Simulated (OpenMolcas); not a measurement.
**Ga⁺: multiconfigurational calculation**

System: Ga⁺.
Method: state-averaged SS-RASPT2, IPEA shift 0.25, imaginary shift 0.1 hartree, closed shells 3d correlated, active space 2 electrons in the shells 4s 4p 4d; RAS3 4d with at most 2 electrons, basis ANO-RCC, DKH2 scalar Hamiltonian, spin-orbit coupling by RASSI with atomic mean-field integrals (OpenMolcas).

### Output (extracts)
```
--- CASPT2 ---
Orbital specifications:
      -----------------------

      Symmetry species                           1   2
                                                ag  au
      Frozen orbitals                            3   6
      Inactive orbitals                          5   0
      Active orbitals                            6   3
      Secondary orbitals                        49  53
      Deleted orbitals                           0   0
      Number of basis functions                 63  62
Type of calculation                        MS-CASPT2
      Fock operator                              state-specific
      IPEA shift                                 0.25
      Real shift                                 0.00
      Imaginary shift                            0.10
      The input orbitals will be transformed to quasi-canonical
Reference energy:       -1941.4573065855
      E2 (Non-variational):      -0.4495536982
      Shift correction:          -0.0000827716
      E2 (Variational):          -0.4496364698
      Total energy:           -1941.9069430554
      Residual norm:              0.0000003977
      Reference weight:           0.95574
      Contributions to the CASPT2 correlation energy
      Active & Virtual Only:         -0.0012041101
      One Inactive Excited:          -0.0390849756
      Two Inactive Excited:          -0.4092646125
Reference energy:       -1941.4573065855
      E2 (Non-variational):      -0.4495536958
      Shift correction:          -0.0000827716
      E2 (Variational):          -0.4496364675
      Total energy:           -1941.9069430530
      Residual norm:              0.0000003977
      Reference weight:           0.95574
      Contributions to the CASPT2 correlation energy
      Active & Virtual Only:         -0.0012041100
      One Inactive Excited:          -0.0390849733
      Two Inactive Excited:          -0.4092646125
::    CASPT2 Root  1     Total energy:  -1941.90694306
::    CASPT2 Root  2     Total energy:  -1941.90694305
::    CASPT2 Root  3     Total energy:  -1941.90694306
::    MS-CASPT2 Root  1     Total energy:  -1941.90694306
::    MS-CASPT2 Root  2     Total energy:  -1941.90694306
::    MS-CASPT2 Root  3     Total energy:  -1941.90694305
--- CASPT2 ---
Orbital specifications:
      -----------------------

      Symmetry species                           1   2
                                                ag  au
      Frozen orbitals                            3   6
      Inactive orbitals                          5   0
      Active orbitals                            6   3
      Secondary orbitals                        49  53
      Deleted orbitals                           0   0
      Number of basis functions                 63  62
Type of calculation                        MS-CASPT2
      Fock operator                              state-specific
      IPEA shift                                 0.25
      Real shift                                 0.00
      Imaginary shift                            0.10
      The input orbitals will be transformed to quasi-canonical
Reference energy:       -1941.9529423682
      E2 (Non-variational):      -0.4786391344
      Shift correction:          -0.0001311810
      E2 (Variational):          -0.4787703153
      Total energy:           -1942.4317126836
      Residual norm:              0.0000001566
      Reference weight:           0.94807
      Contributions to the CASPT2 correlation energy
      Active & Virtual Only:         -0.0098411856
      One Inactive Excited:          -0.0580466471
      Two Inactive Excited:          -0.4107513017
Reference energy:       -1941.4995696555
      E2 (Non-variational):      -0.4435444538
      Shift correction:          -0.0001392304
      E2 (Variational):          -0.4436836842
      Total energy:           -1941.9432533397
      Residual norm:              0.0000003041
      Reference weight:           0.95499
      Contributions to the CASPT2 correlation energy
      Active & Virtual Only:         -0.0024413740
      One Inactive Excited:          -0.0325657270
      Two Inactive Excited:          -0.4085373528
::    CASPT2 Root  1     Total energy:  -1942.43171268
::    CASPT2 Root  2     Total energy:  -1941.94325334
::    CASPT2 Root  3     Total energy:  -1941.94339061
::    CASPT2 Root  4     Total energy:  -1941.94339073
::    CASPT2 Root  5     Total energy:  -1941.94338970
::    CASPT2 Root  6     Total energy:  -1941.94338221
::    CASPT2 Root  7     Total energy:  -1941.82703083
::    MS-CASPT2 Root  1     Total energy:  -1942.43332933
::    MS-CASPT2 Root  2     Total energy:  -1941.94348008
::    MS-CASPT2 Root  3     Total energy:  -1941.94339579
::    MS-CASPT2 Root  4     Total energy:  -1941.94339067
::    MS-CASPT2 Root  5     Total energy:  -1941.94338436
::    MS-CASPT2 Root  6     Total energy:  -1941.94315571
::    MS-CASPT2 Root  7     Total energy:  -1941.82541416
--- CASPT2 ---
Orbital specifications:
      -----------------------

      Symmetry species                           1   2
                                                ag  au
      Frozen orbitals                            3   6
      Inactive orbitals                          5   0
      Active orbitals                            6   3
      Secondary orbitals                        49  53
      Deleted orbitals                           0   0
      Number of basis functions                 63  62
Type of calculation                        MS-CASPT2
      Fock operator                              state-specific
      IPEA shift                                 0.25
      Real shift                                 0.00
      Imaginary shift                            0.10
      The input orbitals will be transformed to quasi-canonical
Reference energy:       -1941.7599065120
      E2 (Non-variational):      -0.4559570037
      Shift correction:          -0.0000822175
      E2 (Variational):          -0.4560392213
      Total energy:           -1942.2159457333
      Residual norm:              0.0000002911
      Reference weight:           0.95515
      Contributions to the CASPT2 correlation energy
      Active & Virtual Only:         -0.0012829185
      One Inactive Excited:          -0.0431224750
      Two Inactive Excited:          -0.4115516103
Reference energy:       -1941.7599065120
      E2 (Non-variational):      -0.4559569031
      Shift correction:          -0.0000822169
      E2 (Variational):          -0.4560391200
      Total energy:           -1942.2159456320
      Residual norm:              0.0000002911
      Reference weight:           0.95515
      Contributions to the CASPT2 correlation energy
      Active & Virtual Only:         -0.0012829191
      One Inactive Excited:          -0.0431223737
      Two Inactive Excited:          -0.4115516103
::    CASPT2 Root  1     Total energy:  -1942.21594573
::    CASPT2 Root  2     Total energy:  -1942.21594563
::    CASPT2 Root  3     Total energy:  -1942.21594563
::    MS-CASPT2 Root  1     Total energy:  -1942.21594573
::    MS-CASPT2 Root  2     Total energy:  -1942.21594563
::    MS-CASPT2 Root  3     Total energy:  -1942.21594563
--- CASPT2 ---
Orbital specifications:
      -----------------------

      Symmetry species                           1   2
                                                ag  au
      Frozen orbitals                            3   6
      Inactive orbitals                          5   0
      Active orbitals                            6   3
      Secondary orbitals                        49  53
      Deleted orbitals                           0   0
      Number of basis functions                 63  62
Type of calculation                        MS-CASPT2
      Fock operator                              state-specific
      IPEA shift                                 0.25
      Real shift                                 0.00
      Imaginary shift                            0.10
      The input orbitals will be transformed to quasi-canonical
Reference energy:       -1941.6401126474
      E2 (Non-variational):      -0.4719891218
      Shift correction:          -0.0001452961
      E2 (Variational):          -0.4721344179
      Total energy:           -1942.1122470653
      Residual norm:              0.0000004669
      Reference weight:           0.94838
      Contributions to the CASPT2 correlation energy
      Active & Virtual Only:         -0.0084369706
      One Inactive Excited:          -0.0528119207
      Two Inactive Excited:          -0.4107402304
Reference energy:       -1941.6401126474
      E2 (Non-variational):      -0.4719894356
      Shift correction:          -0.0001452993
      E2 (Variational):          -0.4721347349
      Total energy:           -1942.1122473823
      Residual norm:              0.0000004669
      Reference weight:           0.94838
      Contributions to the CASPT2 correlation energy
      Active & Virtual Only:         -0.0084369768
      One Inactive Excited:          -0.0528122283
      Two Inactive Excited:          -0.4107402305
::    CASPT2 Root  1     Total energy:  -1942.11224707
::    CASPT2 Root  2     Total energy:  -1942.11224738
::    CASPT2 Root  3     Total energy:  -1942.11224734
::    MS-CASPT2 Root  1     Total energy:  -1942.11224738
::    MS-CASPT2 Root  2     Total energy:  -1942.11224734
::    MS-CASPT2 Root  3     Total energy:  -1942.11224707
```

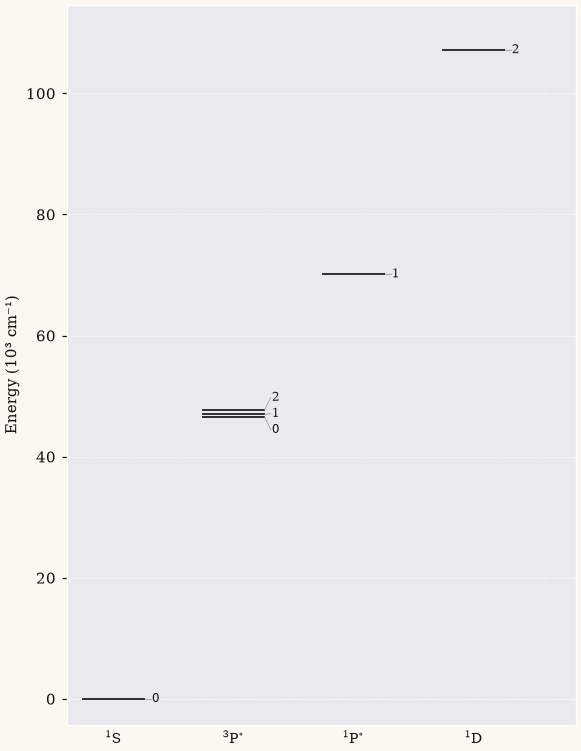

Figure 1. Level diagram of Ga⁺. The lowest level is 4s² ¹S₀. The first excited level, 4s 4p ³P°₀, lies at 46,600 cm⁻¹. It is also the lowest level of opposite parity. The leading LS term holds 100 % of a level on average.

| Configuration | Level | E (cm⁻¹) | LS purity (%) |
| --- | --- | --- | --- |
| 4s² | ¹S₀ | 0 | 100 |
| 4s 4p | ³P°₀ | 46,580 | 100 |
| 4s 4p | ³P°₁ | 46,960 | 100 |
| 4s 4p | ³P°₂ | 47,740 | 100 |
| 4s 4p | ¹P°₁ | 70,120 | 100 |
| 4p² | ¹D₂ | 107,200 | 100 |

### The input
```
&GATEWAY
Coord
1

Ga 0.0 0.0 0.0
Basis=ANO-RCC
Group=XYZ
NoMove
AngMom=0.0 0.0 0.0
AMFI
&SEWARD
&RASSCF
FileOrb=start.orb
Symmetry=1
Spin=3
nActEl=2 0 0
Inactive=8 6
Ras2=1 3
CIRoot=3 3 1
SDav=3
CIMx=300
Iter=120 100
PrWF=0.3
OrbListing=Nothing
MaxOrb=0
Atom
>>> COPY $Project.JobIph JOBPRE
&RASSCF
FileOrb=start.orb
Symmetry=1
Spin=3
nActEl=2 0 2
Inactive=8 6
Ras2=1 3
Ras3=5 0
CIRoot=3 3 1
SDav=18
CIMx=300
Iter=120 100
PrWF=0.3
OrbListing=Nothing
MaxOrb=0
Thrs=2.0e-7 1.0e-1 5.0e-4
Atom
>>> COPY $Project.JobIph JOB001
&RASSCF
FileOrb=start.orb
Symmetry=1
Spin=1
nActEl=2 0 2
Inactive=8 6
Ras2=1 3
Ras3=5 0
CIRoot=7 7 1
SDav=27
CIMx=300
Iter=120 100
PrWF=0.3
OrbListing=Nothing
MaxOrb=0
Thrs=2.0e-7 1.0e-1 5.0e-4
Atom
>>> COPY $Project.JobIph JOB002
&RASSCF
FileOrb=start.orb
Symmetry=2
Spin=3
nActEl=2 0 2
Inactive=8 6
Ras2=1 3
Ras3=5 0
CIRoot=3 3 1
SDav=18
CIMx=300
Iter=120 100
PrWF=0.3
OrbListing=Nothing
MaxOrb=0
Thrs=2.0e-7 1.0e-1 5.0e-4
Atom
>>> COPY $Project.JobIph JOB003
&RASSCF
FileOrb=start.orb
Symmetry=2
Spin=1
nActEl=2 0 2
Inactive=8 6
Ras2=1 3
Ras3=5 0
CIRoot=3 3 1
SDav=18
CIMx=300
Iter=120 100
PrWF=0.3
OrbListing=Nothing
MaxOrb=0
Thrs=2.0e-7 1.0e-1 5.0e-4
Atom
>>> COPY $Project.JobIph JOB004
&RASSI
NrOfJobIphs=4 3 7 3 3
1 2 3
1 2 3 4 5 6 7
1 2 3
1 2 3
IphNames
JOB001
JOB002
JOB003
JOB004
EJob
SpinOrbit
DIPRint=1.0
SOCoupling=1000.0
Subsets=2
MEES
Property=10
'ANGMOM' 1 'ANGMOM' 2 'ANGMOM' 3 'MLTPL  1' 1 'MLTPL  1' 2 'MLTPL  1' 3
'AMFI' 1 'AMFI' 2 'AMFI' 3 'MLTPL  2' 6
SOProperty=3
'ANGMOM' 1 'ANGMOM' 2 'ANGMOM' 3
>>> COPY JOB001 $Project.JobIph
&CASPT2
Multistate=3 1 2 3
Frozen=3 6
IPEA=0.25
Imaginary=0.1
MaxIter=60
WThr=0.0 0.3 0.05
PrWF=0.5
NoMix
>>> COPY JOB002 $Project.JobIph
&CASPT2
Multistate=7 1 2 3 4 5 6 7
Frozen=3 6
IPEA=0.25
Imaginary=0.1
MaxIter=60
WThr=0.0 0.3 0.05
PrWF=0.5
NoMix
>>> COPY JOB003 $Project.JobIph
&CASPT2
Multistate=3 1 2 3
Frozen=3 6
IPEA=0.25
Imaginary=0.1
MaxIter=60
WThr=0.0 0.3 0.05
PrWF=0.5
NoMix
>>> COPY JOB004 $Project.JobIph
&CASPT2
Multistate=3 1 2 3
Frozen=3 6
IPEA=0.25
Imaginary=0.1
MaxIter=60
WThr=0.0 0.3 0.05
PrWF=0.5
NoMix
```

The file start.orb holds starting orbitals from an earlier step. A driver script formed the levels outside the program, from RASSI's spin-orbit matrix and the CASPT2 energies (for multi-state variants, the effective Hamiltonian), averaged over the components of each term or state. The log and the time are those of the CASPT2 step.

Run as:
```bash
OMP_NUM_THREADS=1 MOLCAS_MEM=2252 MOLCAS_PROJECT=a pymolcas a.inp > a.log  # once for each step of the input, in one work folder
```

### Results in brief

- outcome: converged
- lowest level: 4s² ¹S₀
- first excited level: 4s 4p ³P°₀, 46,582 cm⁻¹ (measured: 47,368)
- energy of the lowest spin-free term: −1942.43171 hartree
- energy of the lowest spin-orbit level: −1942.43171 hartree
- CASPT2 correlation energy: −0.4788 hartree
- largest spread among components of a term: 30.2 cm⁻¹
- lowest reference weight: 0.930
- hardware: 1 thread of AMD EPYC (Zen 5), 192 GiB of memory available, shared host
- wall time: 16 s

### Notes

The run is of multi-state type; this report uses its single-state energies. Caveats: extra active shells serve correlation only, their own levels not computed; only configurations of the active space are included.
